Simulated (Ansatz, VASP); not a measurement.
# Cross-check of ZnSe (Stilleite) between VASP and Ansatz, part 2 of 2

Aim: how closely do two programs agree when they are given the same cell, functional and k mesh? The cell is taken from a series of VASP runs on this material, whose earlier steps may have relaxed, scaled or displaced it; both programs get it as it stands. Valence electrons are named where the data sets of a main pair hold unlike numbers.

VASP 6.6.1 and Ansatz 0.2.0.

So far: Starting point; Ansatz: band structure, HSE06; VASP: band structure, HSE06.

### Step 3. VASP: band structure, HSE06 (continued)

Level of this step: HSE06; plane waves and PAW (Zn, Se) (VASP).

Numbers of over 12 decimals in the logs are rounded to 6 here.

From OUTCAR (step 3):

```text
ion  position               nearest neighbor table
   1  0.000  0.000  0.000-   2 2.48   2 2.48   2 2.48   2 2.48
   2  0.250  0.250  0.250-   1 2.48   1 2.48   1 2.48   1 2.48

  LATTYP: Found a face centered cubic cell.
 ALAT       =     5.7351057952

 Subroutine GETGRP returns: Found 24 space group operations
 (whereof 24 operations were pure point group operations)

The static configuration has the point symmetry T_d .

 Found      8 irreducible k-points:

   k-points           NKPTS =      8   k-points in BZ     NKDIM =     64   number of bands    NBANDS=     15

   dimension x,y,z NGX =    28 NGY =   28 NGZ =   28
   dimension x,y,z NGXF=    56 NGYF=   56 NGZF=   56

   ENCUT  =  400.0 eV  29.40 Ry    5.42 a.u.   6.61  6.61  6.61*2*pi/ulx,y,z

   NELECT =      18.0000    total number of electrons

 k-points in reciprocal lattice and weights: Automatic mesh
   0.00000000  0.00000000  0.00000000       0.016
   0.25000000  0.00000000  0.00000000       0.125
   0.50000000  0.00000000  0.00000000       0.062
   0.25000000  0.25000000  0.00000000       0.094
   0.50000000  0.25000000  0.00000000       0.375
  -0.25000000  0.25000000  0.00000000       0.188
   0.50000000  0.50000000  0.00000000       0.047
  -0.25000000  0.50000000  0.25000000       0.094

  exchange ACFDT corr.  =         0.00000000  see jH, gK, PRB 81, 115126

 average (electrostatic) potential at core
       1 -29.7929       2 -52.4157

 E-fermi :   0.8977

 k-point     1 :       0.0000    0.0000    0.0000
  band No.  band energies     occupation
    ...
      5      -7.1180      2.00000
      6      -7.1180      2.00000
      7       0.6709      2.00000
      8       0.6709      2.00000
      9       0.6709      2.00000
     10       2.9550      0.00000
     11       7.6350      0.00000
     12       7.6350      0.00000
     13       7.6350      0.00000
     14      11.8296      0.00000
    ...

 k-point     2 :       0.2500    0.0000    0.0000
  band No.  band energies     occupation
    ...
      5      -7.1182      2.00000
      6      -7.1182      2.00000
      7      -2.4480      2.00000
      8       0.2026      2.00000
      9       0.2026      2.00000
     10       4.4642      0.00000
     11       8.2708      0.00000
     12       8.2708      0.00000
     13       8.3182      0.00000
     14      12.2513      0.00000
    ...

 k-point     3 :       0.5000    0.0000    0.0000
  band No.  band energies     occupation
    ...
      5      -7.1054      2.00000
      6      -6.9478      2.00000
      7      -4.6263      2.00000
      8      -0.1894      2.00000
      9      -0.1894      2.00000
     10       4.2721      0.00000
     11       8.1822      0.00000
     12       8.1822      0.00000
     13      10.3301      0.00000
     14      12.8317      0.00000
    ...

  energy-cutoff  :      400.00
  volume of cell :       47.16
      direct lattice vectors                 reciprocal lattice vectors
     0.000000000  2.867552898  2.867552898    -0.174364700  0.174364700  0.174364700
     2.867552898  0.000000000  2.867552898     0.174364700 -0.174364700  0.174364700
     2.867552898  2.867552898  0.000000000     0.174364700  0.174364700 -0.174364700

 POSITION                                       TOTAL-FORCE (eV/Angst)
 -----------------------------------------------------------------------------------
      0.00000      0.00000      0.00000        -0.000000     -0.000000     -0.000000
      1.43378      1.43378      1.43378         0.000000      0.000000      0.000000
 -----------------------------------------------------------------------------------
    total drift:                                0.000232      0.000187      0.000143

  FREE ENERGIE OF THE ION-ELECTRON SYSTEM (eV)
  ---------------------------------------------------
  free  energy   TOTEN  =        -7.3953206285 eV

  energy  without entropy=       -7.3953206285  energy(sigma->0) =       -7.39532063

 total charge
# of ion       s       p       d       tot
------------------------------------------
    1        0.482   0.414   9.819  10.715
    2        1.440   2.488   0.024   3.952
--------------------------------------------------
tot          1.922   2.902   9.843  14.667

[... 3 further parts left out ...]
```

The k-mesh is coarse for exact exchange; levels may shift by about 0.1 eV on a finer one. Spin-orbit coupling is off here; it would split degenerate levels, and it lifts a valence top of Se p states by about 0.1 eV. The PAW data sets were made with PBE, which is usual practice but a small mismatch for other functionals.

### Step 4. Differences

Known differences besides the potentials themselves: exact exchange at q = 0 is treated differently, which shows on coarse meshes; VASP keeps PBE cores, Ansatz makes them for the functional; the data sets hold 28 valence electrons in Ansatz (on its default PAW (the set named soft_2) files) and 18 in VASP; the cutoff is 420 eV in Ansatz and 400 eV in VASP; VASP takes a coarser grid for exact exchange (PRECFOCK = Fast). Total energies have different zeros and are not compared.

The two programs side by side:

| quantity | Ansatz | VASP | difference |
| --- | --- | --- | --- |
| gap over the path points (eV) | 2.296 | 2.284 | +0.012 |

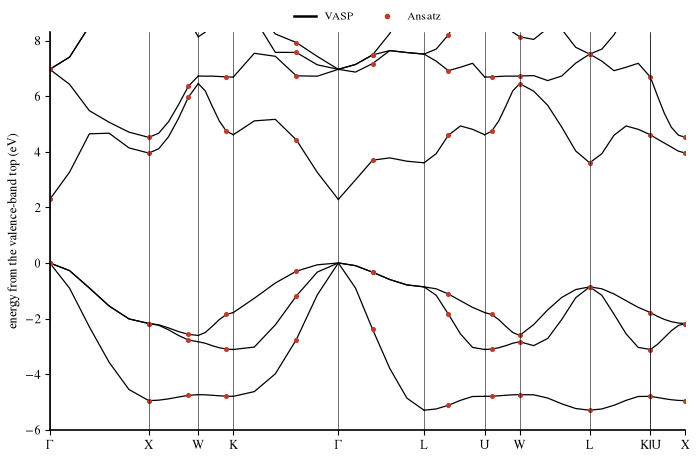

Bands from VASP (lines) and levels from Ansatz (dots). Dots without a line are higher empty bands that the VASP plot leaves out.

Levels at points of the path, from each program's valence-band top (eV; 4 filled, then empty):

| k (reciprocal lattice) | Ansatz | VASP |
| --- | --- | --- |
| 0.000 0.000 0.000 | -7.87 0.00 0.00 0.00 2.30 6.97 6.97 | -7.79 0.00 0.00 0.00 2.28 6.96 6.96 |
| 0.500 0.000 0.500 | -7.65 -4.96 -2.18 -2.18 3.94 4.51 11.92 | -7.58 -4.95 -2.18 -2.18 3.95 4.52 11.92 |
| 0.500 0.200 0.700 | -7.57 -4.76 -2.78 -2.57 5.96 6.36 8.73 | -7.49 -4.76 -2.77 -2.57 5.96 6.36 8.73 |
| 0.400 0.350 0.750 | -7.59 -4.79 -3.10 -1.85 4.74 6.69 9.89 | -7.51 -4.79 -3.10 -1.85 4.74 6.69 9.89 |
| 0.150 0.150 0.300 | -7.86 -2.76 -1.19 -0.30 4.44 6.73 7.58 | -7.78 -2.76 -1.19 -0.30 4.43 6.73 7.57 |
| 0.200 0.200 0.200 | -7.87 -2.39 -0.33 -0.33 3.71 7.17 7.49 | -7.79 -2.39 -0.33 -0.33 3.70 7.17 7.48 |
| 0.550 0.400 0.550 | -7.67 -5.12 -1.84 -1.11 4.60 6.91 8.20 | -7.59 -5.12 -1.84 -1.11 4.59 6.92 8.20 |
| 0.600 0.250 0.650 | -7.59 -4.79 -3.10 -1.85 4.74 6.69 9.89 | -7.51 -4.79 -3.10 -1.85 4.74 6.69 9.89 |
| 0.500 0.250 0.750 | -7.56 -4.74 -2.84 -2.61 6.44 6.74 8.13 | -7.48 -4.74 -2.83 -2.61 6.45 6.72 8.13 |
| 0.500 0.500 0.500 | -7.70 -5.30 -0.86 -0.86 3.60 7.51 7.51 | -7.62 -5.30 -0.86 -0.86 3.60 7.51 7.51 |

Among the levels compared at these points, filled levels agree within 82 meV and empty ones within 12 meV.

### Step 5. What came out

```
largest difference of a filled level at the path points (band structure, HSE06) : 82 meV
```

In words: The largest difference of a filled level at the path points is 82 meV (band structure, HSE06), at about the 80 meV picked in this series as the mark of a large difference. The data sets hold unlike numbers of valence electrons (28 in Ansatz and 18 in VASP), so part of the differences comes from the potentials. Such differences can come from data sets, numerical settings and the points named under the comparisons, not from the functional's error against experiment.

[Lines on the potential files, build, host, timing and source positions are cut from VASP's logs without a mark.]

[Logs are printed without paths, hosts, clocks, repeated set-up lines and the standing remarks that a program may print on its own settings, such as how far it seeks lower states.]

[Hosts, paths, dates, database ids (printed as entryN), source tags and the programs' standing remarks are cut or masked in the printed files.]
